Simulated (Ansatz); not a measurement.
Cl3HSn···NH3

Input

```
crystal:
  periodic: [false, false, false]
  atoms:
    - { symbol: Sn, position_ang: [0.168332, 0.036696, -0.075362] }
    - { symbol: H, position_ang: [0.094117, -0.073015, 1.653424] }
    - { symbol: Cl, position_ang: [2.40957, 0.015278, -0.79949] }
    - { symbol: Cl, position_ang: [-0.78586, 2.033966, -0.88773] }
    - { symbol: Cl, position_ang: [-0.896685, -1.793862, -1.117628] }
    - { symbol: "N", position_ang: [-2.690754, -0.071503, 1.566893] }
    - { symbol: H, position_ang: [-2.79017, -0.797033, 0.844976] }
    - { symbol: H, position_ang: [-2.694138, 0.840079, 1.090182] }
    - { symbol: H, position_ang: [-1.742513, -0.190605, 1.983935] }
basis:
  gaussian: { orbitals: def2-SVP }
hamiltonian:
  xc: pbe
relax:
  f_tol: 0.03
  max_steps: 50
output:
  orbitals: {}
```

Launched as:

```sh
ansatz run input.yaml --threads 2 --pin off --max-ram 3072MiB --backend cpu --events-out ev --progress --plain --runs-dir out
```

The fields are those of the run's last geometry, not of the input's.

Core potentials replace the inner electrons of Sn.

Theory: Ansatz, RKS PBE/def2-SVP.

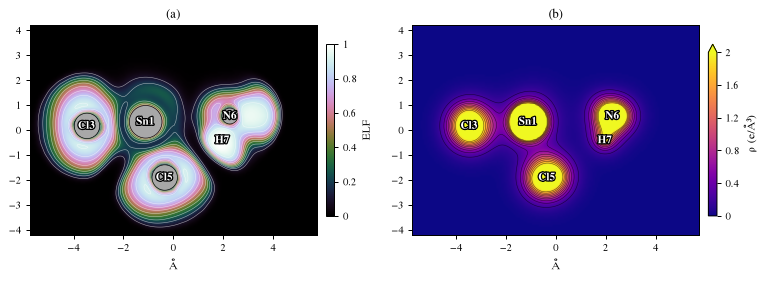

Figure 1. (a) electron localisation function; (b) electron density on the plane of atoms Cl3, Sn1 and Cl5. Grey discs cover the atomic cores in the ELF map.

> Interpret the plot.

Atoms in the plane: Sn, Cl, N and H. Sn1···N6 (3.38 Å): the density falls to about 0.07 e/Å³ on the way; the ELF dips to about 0.10 between them. Sn–Cl (2.36 Å): ρ at the midpoint is about 0.53 e/Å³; the ELF peaks at about 0.80 in the valence shell of Cl, 0.8 Å from its nucleus, and drops to about 0.15 between the two atoms. N–H (1.03 Å): ρ is about 2.7 e/Å³ halfway; the ELF climbs to about 1 towards the hydrogen, as it does in any bond to H; a covalent bond by its length. The ELF also peaks beside Cl5, Cl3 and N6, away from the bonds: lone-pair regions.

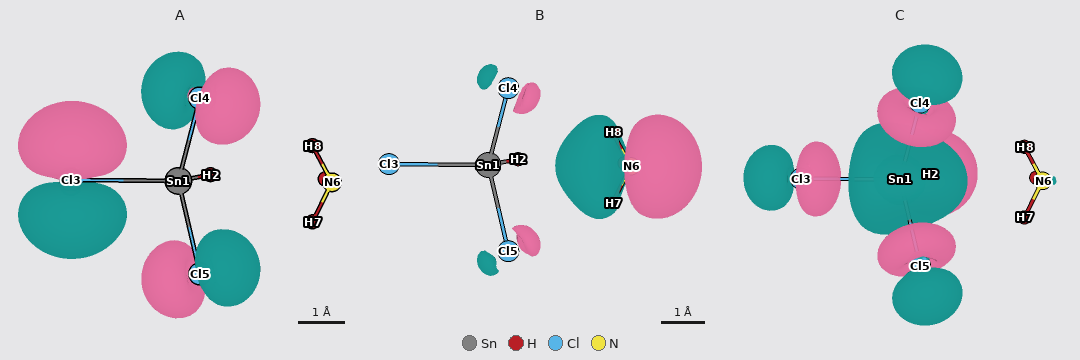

Figure 2. Three frontier orbitals at ±0.1 Å⁻³ᐟ² (teal and pink are the two phases), in no order.

> Which picture is the HOMO−1, the HOMO and the LUMO?

A is the HOMO−1 (−7.71 eV). It lies mainly on Cl3 (about 65 %), Cl4 (about 15 %) and Cl5 (about 15 %). B is the HOMO (−6.07 eV). Its weight (Hirshfeld) is mainly on N6 (about 75 %); largely a lone pair of N6. C is the LUMO (−3.60 eV). By Hirshfeld shares it lies mainly on Sn1 (about 35 %), Cl4 (about 20 %), Cl5 (about 20 %), H2 (about 15 %) and Cl3 (about 15 %).

> What is the HOMO–LUMO gap?

2.47 eV between the orbital energies.

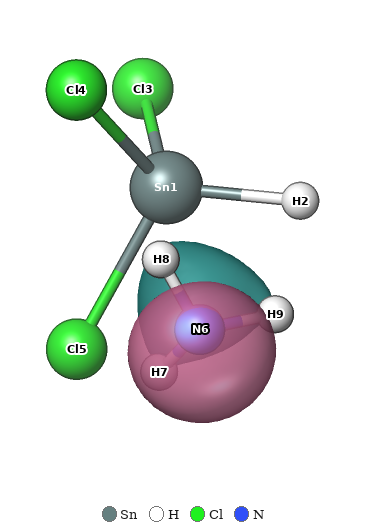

Figure 3. The HOMO at ±0.2 Å⁻³ᐟ² (teal and pink are the two phases), seen at an oblique angle.

> What is the character of this orbital?

By Hirshfeld shares it lies mainly on N6 (about 75 %); largely a lone pair of N6. Its energy is −6.07 eV.
